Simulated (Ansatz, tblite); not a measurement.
# The cluster B4H8O10: a ladder of methods and basis sets

Aim: run the singlet of the cluster B4H8O10 at one geometry on many levels, and compare frontier levels, spin and run time.

Program: Ansatz 0.2.0, Gaussian basis. Level of theory: as each input shows. These are calculated values, not measurements.

The runs, in order: GFN1-xTB, GFN2-xTB, PBE-D4/def2-TZVP, r2SCAN-D4/def2-TZVP, HF/def2-TZVP, revPBE-D4/def2-TZVP, PBE-D4/def2-SVP, PBE0-D4/def2-SVP, MP2/def2-SVP.

5 further runs of the same task are left out: 3 that didn't finish, 2 set aside as unsound or not needed. Runs told in other sessions of the task aren't counted.

## Step 1: The geometry

The singlet was relaxed beforehand with PBE-D4/def2-SVP.

22 atoms, charge 0, spin multiplicity 1.

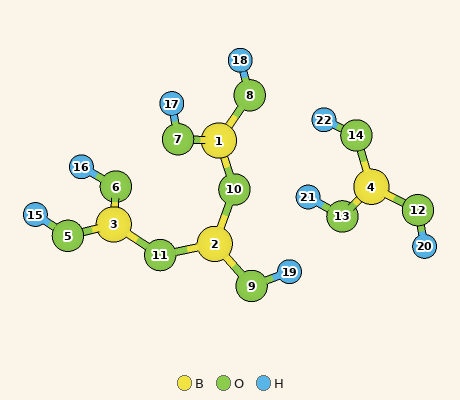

The geometry (boron yellow, oxygen green, hydrogen blue); atoms are numbered from 1 in the order of the file.

PBE0-D4/def2-TZVP was run before; its log isn't repeated, and its numbers join the tables.

## Step 2: GFN1-xTB

Tight binding, by tblite at 300 K electronic temperature and without a spin-polarisation term:

```python
tblite.interface.Calculator('GFN1-xTB', numbers, positions, charge=0, uhf=0).singlepoint()
```

Energy -1565.3721 eV, HOMO -13.30 eV, LUMO -5.03 eV; 0.015 s.

## Step 3: GFN2-xTB

Tight binding, by tblite at 300 K electronic temperature and without a spin-polarisation term:

```python
tblite.interface.Calculator('GFN2-xTB', numbers, positions, charge=0, uhf=0).singlepoint()
```

Energy -1366.1187 eV, HOMO -12.07 eV, LUMO -5.12 eV; 0.01 s.

## Step 4: PBE-D4/def2-TZVP

start.molden holds the orbitals of an earlier run on this state, given as this run's starting guess.

File in.yaml:

```yaml
crystal:
  periodic: [false, false, false]
  atoms:
    - {symbol: B, position_ang: [-1.109148, 0.510586, -0.021050]}
    - {symbol: B, position_ang: [0.810397, -1.012993, -0.670585]}
    - {symbol: B, position_ang: [-0.732608, -1.555789, -2.546303]}
    - {symbol: B, position_ang: [1.562237, 1.111962, 2.695544]}
    - {symbol: O, position_ang: [-1.475419, -2.627185, -2.984041]}
    - {symbol: O, position_ang: [-0.841816, -0.259353, -3.019340]}
    - {symbol: O, position_ang: [-2.100054, -0.420752, -0.208867]}
    - {symbol: O, position_ang: [-1.296542, 1.807377, 0.444726]}
    - {symbol: O, position_ang: [2.021532, -1.339815, -0.156505]}
    - {symbol: O, position_ang: [0.200463, 0.179503, -0.229793]}
    - {symbol: O, position_ang: [0.224554, -1.825865, -1.599516]}
    - {symbol: O, position_ang: [2.258695, 0.792859, 3.833947]}
    - {symbol: O, position_ang: [2.197934, 0.960879, 1.459082]}
    - {symbol: O, position_ang: [0.277032, 1.562125, 2.845732]}
    - {symbol: H, position_ang: [-2.115272, -2.407539, -3.680058]}
    - {symbol: H, position_ang: [-1.528955, -0.143896, -3.696055]}
    - {symbol: H, position_ang: [-2.993861, -0.132562, 0.036903]}
    - {symbol: H, position_ang: [-2.217726, 2.053466, 0.630528]}
    - {symbol: H, position_ang: [2.304625, -0.682296, 0.524050]}
    - {symbol: H, position_ang: [3.153052, 0.484938, 3.607943]}
    - {symbol: H, position_ang: [1.566164, 1.129099, 0.724768]}
    - {symbol: H, position_ang: [-0.165286, 1.815249, 2.008899]}
basis:
  gaussian: {orbitals: def2-TZVP, initial_orbitals: start.molden}
hamiltonian: {xc: pbe, dispersion: d4}
scf: {omitted_lower_state_checks: [starts]}
output: {orbitals: {seedname: orbitals}}
```

Launch:

```console
ansatz run in.yaml --threads 4 --pin off --events-out ev --progress --plain --max-ram 6963MiB
```

The program printed:

```text
Functional definition: PBE
  name "PBE"
  cite "Perdew, Burke & Ernzerhof, Phys. Rev. Lett. 77, 3865 (1996) doi:10.1103/PhysRevLett.77.3865"
  parent pbe
  parameter kappa = 0.804
  parameter beta = 0.06672455060314922
  exchange = pbe_x(kappa = kappa, mu = beta*pi^2/3)
  correlation = pbe_c(beta = beta)
these checks for a lower state are left out or cut short: starts
2538 factors; their error is unknown
mean field evaluation 1: about -23306.9675 eV, gradient 1.7e1 eV
mean field evaluation 2: about -23307.3001 eV, gradient 3.4e-1 eV
mean field evaluation 4: about -23307.2677 eV, gradient 1.1e-3 eV
mean field -23307.26774140 eV, -856.5262912629 hartree, gradient 1.1e-5 eV, S^2 0.000000; 0 other end points of the search recorded, 0 dependent functions left out
reference -23307.26780752 eV, -856.5262936928 hartree; 54, 54 occupied and 428, 428 virtual orbitals, 2538 factors
Total energy: -23307.84269252 eV, -856.5474203271 hartree
Checks for a lower state left out: starts
```

It took 10 s on 4 threads of Arm Neoverse V2, shared host; peak memory 1.2 GiB.

From the report: HOMO -7.20 eV, LUMO -1.40 eV.

## Step 5: r2SCAN-D4/def2-TZVP

in.yaml, as its differences from that of step 4:

```diff
@@ -27,3 +27,3 @@
   gaussian: {orbitals: def2-TZVP, initial_orbitals: start.molden}
-hamiltonian: {xc: pbe, dispersion: d4}
+hamiltonian: {xc: r2scan, dispersion: d4}
 scf: {omitted_lower_state_checks: [starts]}
```

Launched as before.

The program printed:

```text
Functional definition: r2SCAN
  name "r2SCAN"
  cite "Furness, Kaplan, Ning, Perdew & Sun, J. Phys. Chem. Lett. 11, 8208 (2020) doi:10.1021/acs.jpclett.0c02405"
  cite "Furness, Kaplan, Ning, Perdew & Sun, J. Phys. Chem. Lett. 11, 9248 (2020) doi:10.1021/acs.jpclett.0c03077"
  parent r2scan
  parameter k0 = 0.174
  parameter k1 = 0.065
  parameter a1 = 4.9479
  exchange = r2scan_x(k0 = k0, k1 = k1, a1 = a1)
  correlation = r2scan_c
these checks for a lower state are left out or cut short: starts
2538 factors; their error is unknown
mean field evaluation 1: about -23321.8083 eV, gradient 8.0e0 eV
mean field evaluation 2: about -23321.8784 eV, gradient 8.0e-2 eV
mean field evaluation 4: about -23321.8558 eV, gradient 3.3e-4 eV
mean field -23321.85582893 eV, -857.0623935914 hartree, gradient 1.1e-5 eV, S^2 0.000000; 0 other end points of the search recorded, 0 dependent functions left out
reference -23321.85584823 eV, -857.0623943009 hartree; 54, 54 occupied and 428, 428 virtual orbitals, 2538 factors
Total energy: -23322.02375573 eV, -857.0685647877 hartree
Checks for a lower state left out: starts
```

Wall time 18 s (4 threads of Arm Neoverse V2, shared host); peak memory 1.2 GiB.

From the report: HOMO -7.60 eV, LUMO -0.72 eV.

## Step 6: HF/def2-TZVP

in.yaml, as its differences from that of step 5:

```diff
@@ -27,4 +27,4 @@
   gaussian: {orbitals: def2-TZVP, initial_orbitals: start.molden}
-hamiltonian: {xc: r2scan, dispersion: d4}
+hamiltonian: {xc: hf}
 scf: {omitted_lower_state_checks: [starts]}
-output: {orbitals: {seedname: orbitals}}
+output: {forces: true, orbitals: {seedname: orbitals}}
```

Launched as before.

The program printed, cut to the lines that bear on the results:

```text
Functional definition: HF
  name "HF"
  cite "Fock, Z. Phys. 61, 126 (1930) doi:10.1007/BF01340294"
  parent pbe
[...]
3072 factors; their error is unknown
[...]
mean field -23213.36003262 eV, -853.0752466184 hartree, gradient 1.6e-5 eV, S^2 0.000000; 0 other end points of the search recorded, 0 dependent functions left out
[...]
reference -23213.36003262 eV, -853.0752466184 hartree; 54, 54 occupied and 428, 428 virtual orbitals, 3072 factors
Total energy: -23213.36003262 eV, -853.0752466184 hartree
Atom 0 at    -1.109148     0.510586    -0.021050 Å, force     0.333232     0.072392    -0.048779 eV/Å
Atom 1 at     0.810397    -1.012993    -0.670585 Å, force     0.085898    -0.094820    -0.136327 eV/Å
Atom 2 at    -0.732608    -1.555789    -2.546303 Å, force     0.311782    -0.300996     0.253205 eV/Å
[...]
Atom 13 at     0.277032     1.562125     2.845732 Å, force     0.203262     0.135822    -1.788702 eV/Å
Atom 14 at    -2.115272    -2.407539    -3.680058 Å, force     1.064422    -0.514115     1.179774 eV/Å
Atom 15 at    -1.528955    -0.143896    -3.696055 Å, force     1.236213    -0.081142     1.151926 eV/Å
Atom 16 at    -2.993861    -0.132562     0.036903 Å, force     1.482673    -0.583924    -0.439380 eV/Å
Atom 17 at    -2.217726     2.053466     0.630528 Å, force     1.587206    -0.326785    -0.306903 eV/Å
Atom 18 at     2.304625    -0.682296     0.524050 Å, force    -0.373456    -1.479676    -1.357608 eV/Å
Atom 19 at     3.153052     0.484938     3.607943 Å, force    -1.481302     0.510694     0.527241 eV/Å
Atom 20 at     1.566164     1.129099     0.724768 Å, force     1.368197    -0.221351     1.394955 eV/Å
Atom 21 at    -0.165286     1.815249     2.008899 Å, force     0.791842    -0.398135     1.708577 eV/Å
Dipole moment:    -1.322989     0.527996    -0.891984 e Å
Checks for a lower state left out: starts
```

Wall time 33 s (4 threads of Arm Neoverse V2, shared host); peak memory 2.6 GiB.

HOMO -13.38 eV, LUMO 2.09 eV.

## Step 7: revPBE-D4/def2-TZVP

in.yaml, as its differences from that of step 6:

```diff
@@ -27,4 +27,4 @@
   gaussian: {orbitals: def2-TZVP, initial_orbitals: start.molden}
-hamiltonian: {xc: hf}
+hamiltonian: {xc: {name: revPBE}, dispersion: d4}
 scf: {omitted_lower_state_checks: [starts]}
-output: {forces: true, orbitals: {seedname: orbitals}}
+output: {orbitals: {seedname: orbitals}}
```

The command is unchanged.

The program printed:

```text
Functional definition: revPBE
  name "revPBE"
  cite "Zhang & Yang, Phys. Rev. Lett. 80, 890 (1998) doi:10.1103/PhysRevLett.80.890"
  cite "Perdew, Burke & Ernzerhof, Phys. Rev. Lett. 77, 3865 (1996) doi:10.1103/PhysRevLett.77.3865"
  parameter kappa = 1.245
  parameter beta = 0.06672455060314922
  exchange = pbe_x(kappa = kappa, mu = beta*pi^2/3)
  correlation = pbe_c(beta = beta)
these checks for a lower state are left out or cut short: starts
2538 factors; their error is unknown
mean field evaluation 1: about -23324.5852 eV, gradient 1.8e1 eV
mean field evaluation 2: about -23324.8238 eV, gradient 3.2e-1 eV
mean field evaluation 4: about -23324.7923 eV, gradient 1.0e-3 eV
mean field -23324.79227379 eV, -857.1703059498 hartree, gradient 1.0e-5 eV, S^2 0.000000; 0 other end points of the search recorded, 0 dependent functions left out
reference -23324.79235646 eV, -857.1703089880 hartree; 54, 54 occupied and 428, 428 virtual orbitals, 2538 factors
Total energy: -23326.53156821 eV, -857.2342238406 hartree
Checks for a lower state left out: starts
```

Run time: 9.5 s. Hardware: 4 threads of Arm Neoverse V2, shared host; peak memory 1.2 GiB.

From the report: HOMO -7.12 eV, LUMO -1.29 eV.

## Step 8: PBE-D4/def2-SVP

in.yaml, as its differences from that of step 7:

```diff
@@ -26,4 +26,4 @@
 basis:
-  gaussian: {orbitals: def2-TZVP, initial_orbitals: start.molden}
-hamiltonian: {xc: {name: revPBE}, dispersion: d4}
+  gaussian: {orbitals: def2-SVP, initial_orbitals: start.molden}
+hamiltonian: {xc: pbe, dispersion: d4}
 scf: {omitted_lower_state_checks: [starts]}
```

Same command.

The program printed:

```text
Functional definition: PBE
  name "PBE"
  cite "Perdew, Burke & Ernzerhof, Phys. Rev. Lett. 77, 3865 (1996) doi:10.1103/PhysRevLett.77.3865"
  parent pbe
  parameter kappa = 0.804
  parameter beta = 0.06672455060314922
  exchange = pbe_x(kappa = kappa, mu = beta*pi^2/3)
  correlation = pbe_c(beta = beta)
these checks for a lower state are left out or cut short: starts
2510 factors; their error is unknown
mean field evaluation 1: about -23279.1818 eV, gradient 1.8e1 eV
mean field evaluation 2: about -23280.0376 eV, gradient 6.2e-1 eV
mean field evaluation 4: about -23279.9623 eV, gradient 1.1e-1 eV
mean field -23279.96229095 eV, -855.5228344671 hartree, gradient 7.6e-5 eV, S^2 0.000000; 0 other end points of the search recorded, 0 dependent functions left out
reference -23279.96234196 eV, -855.5228363419 hartree; 54, 54 occupied and 182, 182 virtual orbitals, 2510 factors
Total energy: -23280.53722697 eV, -855.5439629761 hartree
Checks for a lower state left out: starts
```

Wall time 3.8 s (4 threads of Arm Neoverse V2, shared host).

HOMO -6.76 eV, LUMO -0.80 eV.

## Step 9: PBE0-D4/def2-SVP

in.yaml, as its differences from that of step 8:

```diff
@@ -27,3 +27,3 @@
   gaussian: {orbitals: def2-SVP, initial_orbitals: start.molden}
-hamiltonian: {xc: pbe, dispersion: d4}
+hamiltonian: {xc: pbe0, dispersion: d4}
 scf: {omitted_lower_state_checks: [starts]}
```

The command is unchanged.

The program printed:

```text
Functional definition: PBE0
  name "PBE0"
  cite "Adamo & Barone, J. Chem. Phys. 110, 6158 (1999) doi:10.1063/1.478522"
  cite "Perdew, Burke & Ernzerhof, Phys. Rev. Lett. 77, 3865 (1996) doi:10.1103/PhysRevLett.77.3865"
  parent pbe
  parameter a = 0.25
  parameter kappa = 0.804
  parameter beta = 0.06672455060314922
  exchange = (1 - a)*pbe_x(kappa = kappa, mu = beta*pi^2/3) + a*exact_x
  correlation = pbe_c(beta = beta)
these checks for a lower state are left out or cut short: starts
2510 factors; their error is unknown
mean field evaluation 1: about -23279.9610 eV, gradient 1.6e1 eV
mean field evaluation 2: about -23280.5189 eV, gradient 3.9e-1 eV
mean field evaluation 4: about -23280.5689 eV, gradient 5.6e-4 eV
mean field -23280.56890853 eV, -855.5451272521 hartree, gradient 1.6e-5 eV, S^2 0.000000; 0 other end points of the search recorded, 0 dependent functions left out
reference -23280.56894632 eV, -855.5451286408 hartree; 54, 54 occupied and 182, 182 virtual orbitals, 2510 factors
Total energy: -23281.06471991 eV, -855.5633479841 hartree
Checks for a lower state left out: starts
```

Run time: 7.5 s. Hardware: 4 threads of Arm Neoverse V2, shared host; peak memory 1.2 GiB.

Report: HOMO -8.59 eV, LUMO 0.13 eV.

## Step 10: MP2/def2-SVP

in.yaml, as its differences from that of step 9:

```diff
@@ -27,3 +27,3 @@
   gaussian: {orbitals: def2-SVP, initial_orbitals: start.molden}
-hamiltonian: {xc: pbe0, dispersion: d4}
+correlation: {method: mp2}
 scf: {omitted_lower_state_checks: [starts]}
```

Launched as before.

The program printed:

```text
Functional definition: HF
  name "HF"
  cite "Fock, Z. Phys. 61, 126 (1930) doi:10.1007/BF01340294"
  parent pbe
  exchange = exact_x
  correlation = 0
these checks for a lower state are left out or cut short: starts
2260 factors; integrals over basis functions are off by at most 1.4e-3 eV
mean field evaluation 1: about -23182.9711 eV, gradient 3.6e1 eV
mean field evaluation 2: about -23185.1875 eV, gradient 1.9e0 eV
mean field evaluation 4: about -23185.5855 eV, gradient 9.6e-1 eV
mean field evaluation 8: about -23185.5873 eV, gradient 3.3e-5 eV
mean field -23185.58727864 eV, -852.0546167344 hartree, gradient 1.6e-6 eV, S^2 0.000000; 0 other end points of the search recorded, 0 dependent functions left out
14 core orbitals not correlated: weight in the atoms' cores, before any rotation towards them, 1.000 or more for the frozen orbitals, at most 0.000 for the correlated occupied ones
reference -23185.58727864 eV, -852.0546167344 hartree; 40, 40 occupied and 182, 182 virtual orbitals, 2260 factors
second order -59.07732142 eV of doubles, -0.00000000 eV of singles
Total energy: -23244.66460006 eV, -854.2256682526 hartree
Checks for a lower state left out: starts
```

It took 6.5 s on 4 threads of Arm Neoverse V2, shared host.

Hartree-Fock HOMO -13.21 eV, LUMO 3.23 eV.

## Step 11: Levels side by side

```tsv
level	functions	HOMO (eV)	LUMO (eV)	gap (eV)	time
HF/def2-TZVP	482	-13.38	2.09	15.47	33 s
PBE-D4/def2-SVP	236	-6.76	-0.80	5.96	3.8 s
PBE-D4/def2-TZVP	482	-7.20	-1.40	5.79	10 s
revPBE-D4/def2-TZVP	482	-7.12	-1.29	5.82	9.5 s
r2SCAN-D4/def2-TZVP	482	-7.60	-0.72	6.87	18 s
PBE0-D4/def2-SVP	236	-8.59	0.13	8.72	7.5 s
PBE0-D4/def2-TZVP	482	-8.94	-0.55	8.38	22 s
```

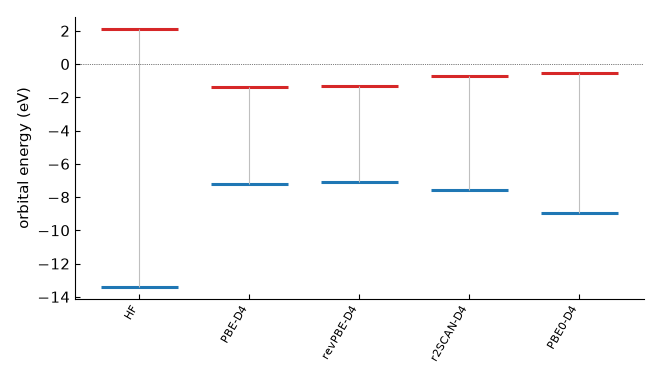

Highest filled (blue) and lowest empty (red) level in def2-TZVP.

Energy pieces by basis (eV):

```tsv
basis	HF	MP2 correlation	total
def2-SVP	-23185.5873	-59.0773	-23244.6646 (MP2)
```

## Step 12: Binding energy

Free atoms were run apart at each level; binding is atoms less cluster, divided by the number of atoms, without zero-point or spin-orbit terms.

```tsv
level	binding an atom (eV)
HF/def2-SVP	3.534
HF/def2-TZVP	3.452
PBE-D4/def2-SVP	5.049
PBE-D4/def2-TZVP	4.964
revPBE-D4/def2-TZVP	4.797
r2SCAN-D4/def2-TZVP	4.868
PBE0-D4/def2-SVP	4.892
PBE0-D4/def2-TZVP	4.816
MP2/def2-SVP	4.789
```

## Step 13: Results

| quantity | value |
| --- | --- |
| gap in def2-TZVP, named functionals and Hartree-Fock, smallest and largest | 5.79 eV (PBE-D4), 15.47 eV (HF) |
| correlation energy, MP2/def2-SVP | -59.08 eV |
| binding an atom, functionals in def2-TZVP | 4.80 (revPBE-D4) to 4.96 eV (PBE-D4) |
| PBE0 total energy, smallest basis above largest | 27.15 eV (def2-SVP, def2-TZVP) |

Over the named functionals and Hartree-Fock in def2-TZVP the gap runs from 5.79 eV (PBE-D4) to 15.47 eV (HF); exact exchange widens it.

The slowest run with a step of its own, HF/def2-TZVP, took 33 s; the quickest functional in def2-TZVP took 9.5 s (shared host).
